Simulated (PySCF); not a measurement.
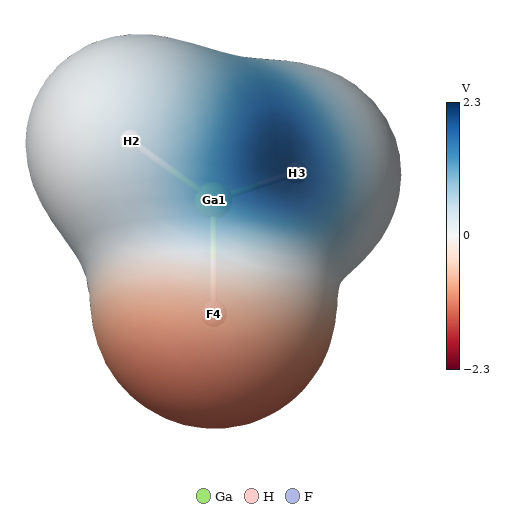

*FGaH₂. Electrostatic potential on the surface of electron density 0.001 a.u.*

PySCF calculation, PBE/def2-SVPD, gas phase; geometry: GFN2-xTB. No frequency check shows the geometry to be a minimum. GFN2-xTB bond lengths at metals and heavier atoms can be off by up to 0.1 Å and shapes distorted, which carries into these values.

Geometry (Å), atoms numbered from 1:

```
Ga1     -0.3393    0.0000    0.0000
H2      -1.0062   -1.3911    0.0000
H3      -1.0061    1.3912    0.0000
F4       1.3922    0.0000    0.0000
```

Where are the extremes of the potential on the surface?

Highest: 2.26 V, off the molecular plane, over Ga1 (1.9 Å), and at like points elsewhere. Lowest: −1.26 V, 1.6 Å from F4. Further minima include 0.00 V, 1.5 Å from H3, and at like points elsewhere. The surface is sampled at points, so like sites can differ by a few per cent and only the strongest of them is named.

What volume does the surface enclose, and what is the dipole moment?

About 62 Å³; the dipole moment is 2.0 D.
